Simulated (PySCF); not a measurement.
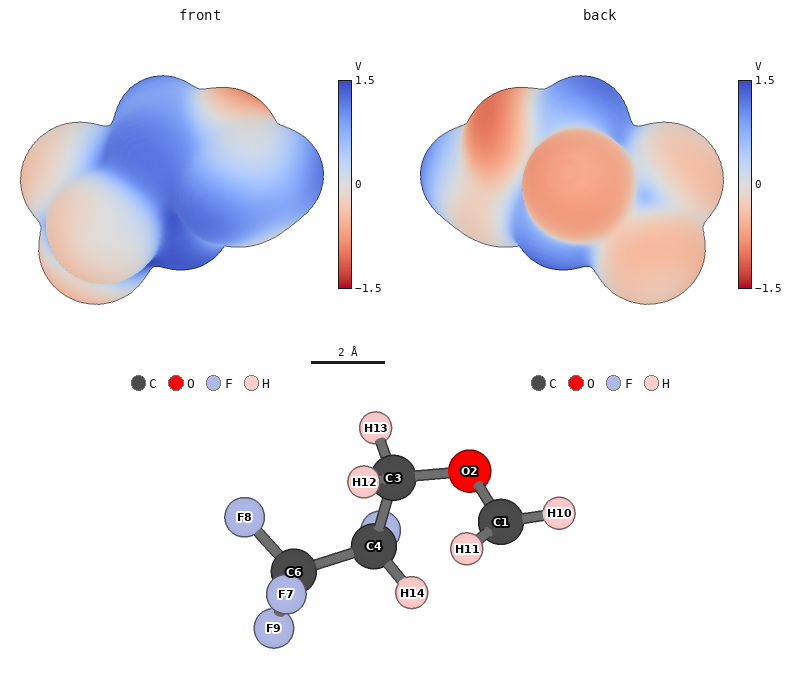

The picture shows: C$_{4}$H$_{5}$F$_{4}$O (SMILES [CH2]OC[C@H](F)C(F)(F)F) (doublet). The electrostatic potential painted on the density surface at 0.002 e/bohr³, seen from the front and from behind; red is negative and blue positive. The bare structure is drawn below in the same view.

Geometry: GFN2-xTB.

The calculation used PySCF, UKS B3LYP, pcH-1 on C F H O, non-relativistic, mean-field spin-orbit, GIAO.

```yaml
atoms:
  - { symbol: C, position_ang: [2.2686, 0.3647, -0.2798] }
  - { symbol: O, position_ang: [1.7730, -0.5257, 0.6277] }
  - { symbol: C, position_ang: [0.4209, -0.8393, 0.5007] }
  - { symbol: C, position_ang: [-0.4872, 0.3330, 0.9212] }
  - { symbol: F, position_ang: [-0.6686, 0.3416, 2.2760] }
  - { symbol: C, position_ang: [-1.8666, 0.2275, 0.2590] }
  - { symbol: F, position_ang: [-1.7479, 0.3395, -1.0739] }
  - { symbol: F, position_ang: [-2.4584, -0.9455, 0.4964] }
  - { symbol: F, position_ang: [-2.6994, 1.1863, 0.6580] }
  - { symbol: H, position_ang: [3.3179, 0.5446, -0.1684] }
  - { symbol: H, position_ang: [1.7727, 0.4806, -1.2282] }
  - { symbol: H, position_ang: [0.1783, -1.1141, -0.5361] }
  - { symbol: H, position_ang: [0.2283, -1.6878, 1.1628] }
  - { symbol: H, position_ang: [-0.0323, 1.2942, 0.6423] }
```

> Describe the electrostatic potential map.

The most negative region (about −1.0 V) lies over O2, the most positive (about +1.4 V) over the C, F and H atoms.
